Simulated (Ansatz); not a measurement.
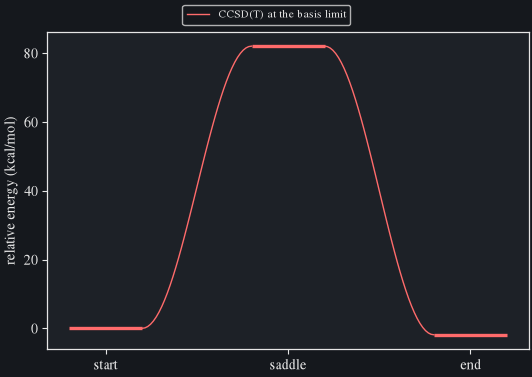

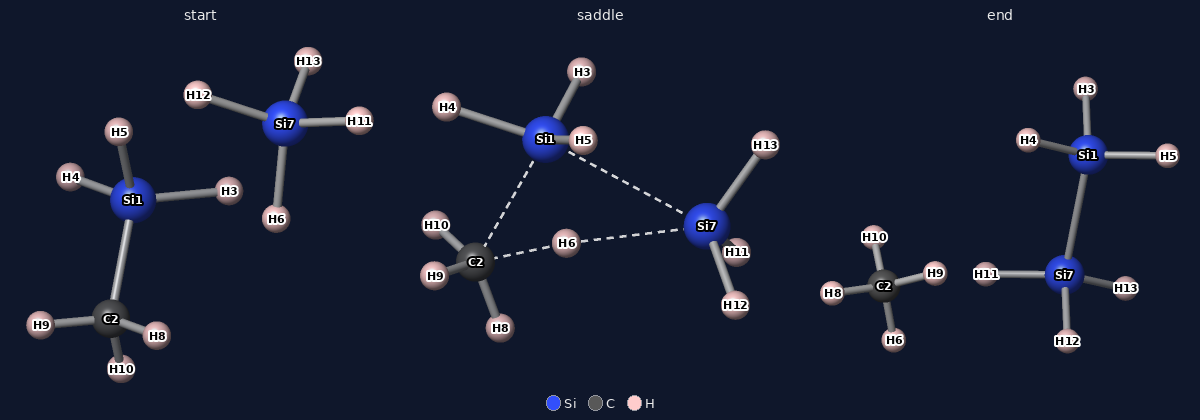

One elementary step of CH₁₀Si₂: start, first-order saddle point (changing pairs dashed) and end. Electronic energies at PBE0-D4/def2-TZVP geometries, energies in def2-TZVPP, the Ansatz code 0.2.0; cores frozen in correlated methods, no zero-point terms. Start and end are the structures at the ends of the path (complexes, where there are several molecules). The limit is the MP2 basis limit plus CCSD(T) less MP2 in triple zeta. Lines between the levels only guide the eye.

In the step Si1–Si7 (4.03 → 2.69 → 2.34 Å) and C2–H6 (3.48 → 1.34 → 1.09 Å) form; Si1–C2 (1.87 → 2.18 → 4.35 Å) and H6–Si7 (1.49 → 2.05 → 3.63 Å) break (lengths at start, saddle and end; changes of bond order aren't listed).

### What are the heights of saddle and end over the start, in kcal/mol?

| level | barrier | reverse barrier | step energy |
| --- | --- | --- | --- |
| CCSD(T) at the basis limit | 82.0 | 83.9 | −1.9 |
